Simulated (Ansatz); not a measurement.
# HS (SMILES [SH]): levels of theory compared

Aim: a comparison of 6 runs (UB3LYP/3-21G, UB2PLYP/cc-pVDZ, UCAM-B3LYP/cc-pVDZ, UHSE06/cc-pVDZ, UPBE0/cc-pVDZ, UCCSD(T)/3-21G) of HS. 

Program for the calculation: Ansatz 0.2.0.

55 further runs of the same task are left out: 2 that didn't finish, 53 set aside as unsound or not needed.

### Step 1. The molecule

HS: 2 atoms, total charge 0, spin state doublet. As SMILES, `[SH]`. The H2–S1 distance was set to 2.661 Å, away from the relaxed value.

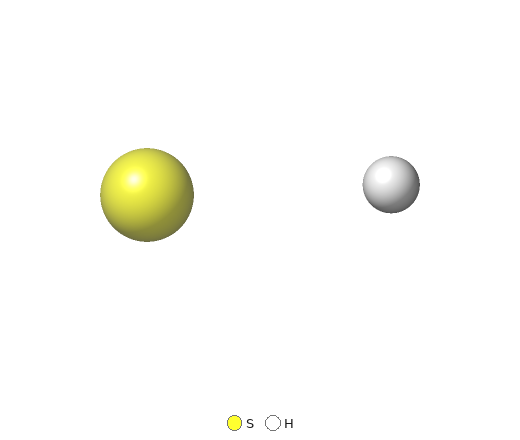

The structure, seen from a chosen angle (sulfur yellow, hydrogen white).

### Step 2. The energy at UB3LYP/3-21G (run 1)

The input, run.yaml:

```yaml
crystal:
  periodic: [false, false, false]
  atoms:
    - {symbol: S, position_ang: [1.704028, -0.557009, 0.876269]}
    - {symbol: H, position_ang: [-0.568010, 0.185670, -0.292090]}
basis:
  gaussian:
    orbitals: 3-21G.json
magnetization:
  spin_polarized: true
  initial_magnetization: 1
hamiltonian:
  xc: {name: B3LYP}
accuracy: high
```

The basis set 3-21G is read from a file made from the Basis Set Exchange's data (not shown).

Started as:

```sh
$ ansatz run run.yaml --threads 1 --pin off --max-ram 2610MiB --events-out events.jsonl --progress --plain --runs-dir runs
```

What it wrote:

```text
Warning: RAYON_NUM_THREADS=1 ignored (pool sized by the plan → 1); use --threads N
Functional definition: B3LYP
  name "B3LYP"
  parameter a0 = 0.2
  parameter ax = 0.72
  parameter ac = 0.81
  exchange = (1 - a0 - ax)*slater_x + ax*b88_x + a0*exact_x
  correlation = (1 - ac)*vwn_rpa_c + ac*lyp_c
264 factors; integrals over basis functions are off by at most 3.6e-9 eV
mean field evaluation 1: about -10791.1996 eV, gradient 1.2e1 eV
mean field evaluation 2: about -10783.1447 eV, gradient 2.6e1 eV
mean field evaluation 4: about -10793.4477 eV, gradient 2.0e0 eV
mean field evaluation 8: about -10793.3353 eV, gradient 4.1e-1 eV
mean field evaluation 16: about -10794.0145 eV, gradient 1.0e-7 eV
mean field evaluation 32: about -10794.0145 eV, gradient 1.1e-6 eV
mean field evaluation 64: about -10793.6456 eV, gradient 1.2e-1 eV
mean field -10794.01454746 eV, -396.6727181732 hartree, gradient 1.7e-8 eV, S^2 1.505405; 8 other end points of the search recorded, 0 dependent functions left out
reference -10794.01457198 eV, -396.6727190745 hartree; 9, 8 occupied and 6, 7 virtual orbitals, 264 factors
Total energy: -10794.01457198 eV, -396.6727190745 hartree
```

Wall time 1.9 s (1 thread of Arm Neoverse V2, shared host).

### Step 3. A single-point energy at UB2PLYP/cc-pVDZ (run 2)

The input, in.yaml:

```yaml
crystal:
  periodic: [false, false, false]
  atoms:
    - {symbol: S, position_ang: [1.704028, -0.557009, 0.876269]}
    - {symbol: H, position_ang: [-0.568010, 0.185670, -0.292090]}
basis:
  gaussian:
    orbitals: cc-pVDZ
magnetization:
  spin_polarized: true
  initial_magnetization: 1
hamiltonian:
  xc: {name: B2PLYP}
correlation:
  frozen_orbitals: {H: 0, S: 5}
accuracy: high
```

Started as:

```sh
$ ansatz run in.yaml --threads 1 --pin off --max-ram 2610MiB --events-out events.jsonl --progress --plain --runs-dir runs
```

What it wrote (excerpt; [...] marks lines left out):

```text
Warning: RAYON_NUM_THREADS=1 ignored (pool sized by the plan → 1); use --threads N
Functional definition: B2PLYP
  name "B2PLYP"
[...]
396 factors; integrals over basis functions are off by at most 3.1e-9 eV
[...]
mean field -10842.40152248 eV, -398.4509067073 hartree, gradient 3.3e-8 eV, S^2 1.626027; 12 other end points of the search recorded, 0 dependent functions left out
5 core orbitals not correlated: weight in the atoms' cores, before any rotation towards them, 1.000 or more for the frozen orbitals, at most 0.000 for the correlated occupied ones
reference -10842.40153994 eV, -398.4509073492 hartree; 4, 3 occupied and 14, 15 virtual orbitals, 396 factors
second order -2.91772786 eV of doubles, -0.00000000 eV of singles
Total energy: -10843.18932647 eV, -398.4798579699 hartree
```

Run time: 5.4 s. Hardware: 1 thread of Arm Neoverse V2, shared host; peak memory 0.094 GiB.

Run 3 isn't shown in full; the table further down has it.

### Step 4. A single-point energy at UHSE06/cc-pVDZ (run 4)

The input, input.yaml:

```yaml
crystal:
  periodic: [false, false, false]
  atoms:
    - symbol: S
      position_ang: [1.704028, -0.557009, 0.876269]
    - symbol: H
      position_ang: [-0.568010, 0.185670, -0.292090]
basis:
  gaussian:
    orbitals: cc-pVDZ
hamiltonian:
  xc: {name: HSE06}
magnetization:
  spin_polarized: true
  initial_magnetization: 1
accuracy: high
```

Started as:

```sh
$ ansatz run input.yaml --threads 1 --pin off --max-ram 2610MiB --events-out events.jsonl --progress --plain --runs-dir runs
```

What it wrote (excerpt; [...] marks lines left out):

```text
Warning: RAYON_NUM_THREADS=1 ignored (pool sized by the plan → 1); use --threads N
Functional definition: HSE06
  name "HSE06"
[...]
396 factors; integrals over basis functions are off by at most 3.1e-9 eV
54 factors; integrals over basis functions are off by at most 1.6e-9 eV
[...]
mean field -10842.90691096 eV, -398.4694793914 hartree, gradient 3.3e-8 eV, S^2 1.571569; 8 other end points of the search recorded, 0 dependent functions left out
reference -10842.90691317 eV, -398.4694794727 hartree; 9, 8 occupied and 14, 15 virtual orbitals, 396 factors
Total energy: -10842.90691317 eV, -398.4694794727 hartree
```

Run time: 5.4 s. Hardware: 1 thread of Arm Neoverse V2, shared host; peak memory 0.093 GiB.

Run 5 isn't shown in full; the table further down has it.

### Step 5. A single-point energy at UCCSD(T)/3-21G (run 6)

The input, run.yaml:

```yaml
crystal:
  periodic: [false, false, false]
  atoms:
    - {symbol: S, position_ang: [1.704028, -0.557009, 0.876269]}
    - {symbol: H, position_ang: [-0.568010, 0.185670, -0.292090]}
basis:
  gaussian: {orbitals: 3-21G.json}
magnetization: {spin_polarized: true, initial_magnetization: 1}
accuracy: high
correlation: {method: ccsd_t, frozen_orbitals: {H: 0, S: 5}}
total_charge: 0
scf: {omitted_lower_state_checks: [cluster_reference, increment]}
```

The basis set 3-21G is read from a file made from the Basis Set Exchange's data (not shown).

Started as:

```sh
$ ansatz run run.yaml --threads 1 --pin off --max-ram 2610MiB --events-out events.jsonl --progress --plain --runs-dir runs
```

What it wrote:

```text
Warning: RAYON_NUM_THREADS=1 ignored (pool sized by the plan → 1); use --threads N
[... 17 lines left out ...]
5 core orbitals not correlated: weight in the atoms' cores, before any rotation towards them, 1.000 or more for the frozen orbitals, at most 0.000 for the correlated occupied ones
[... 36 lines left out ...]
Total energy: -10777.96489898 eV, -396.0829044706 hartree
Checks for a lower state left out: cluster_reference, increment
```

Run time: 0.38 s. Hardware: 1 thread of Arm Neoverse V2, shared host.

### Step 6. Overview of the runs

```csv
run,level,frozen core orbitals,energy (Eh),⟨S²⟩,wall time
1,UB3LYP/3-21G,–,-396.672719,1.505,1.9 s
2,UB2PLYP/cc-pVDZ,5,-398.479858,1.626,5.4 s
3,UCAM-B3LYP/cc-pVDZ,–,-398.627543,1.568,4.8 s
4,UHSE06/cc-pVDZ,–,-398.469479,1.572,5.4 s
5,UPBE0/cc-pVDZ,–,-398.477007,1.574,4.2 s
6,UCCSD(T)/3-21G,5,-396.082904,1.684,0.38 s
```

### Step 7. Results

| quantity | value |
| --- | --- |
| run 6: total energy | -396.08290 Eh |
| run 6: correlation energy (5 core orbitals frozen) | -32.4 mEh |
| run 6: (T) correction | -1.05 mEh |
| run 6: ⟨S²⟩ of the reference determinant | 1.684 |
| run 6: T1 diagnostic | 0.044 |

Totals of different functionals can't be ranked against each other. Spin contamination of the reference: run 6 ⟨S²⟩ = 1.68, run 2 ⟨S²⟩ = 1.63, run 5 ⟨S²⟩ = 1.57, run 4 ⟨S²⟩ = 1.57, run 3 ⟨S²⟩ = 1.57, run 1 ⟨S²⟩ = 1.51. Where it is this large, the reference is a mixture of spin states, and values that rest on it are in doubt. All runs together took 22 s, the longest 5.4 s.
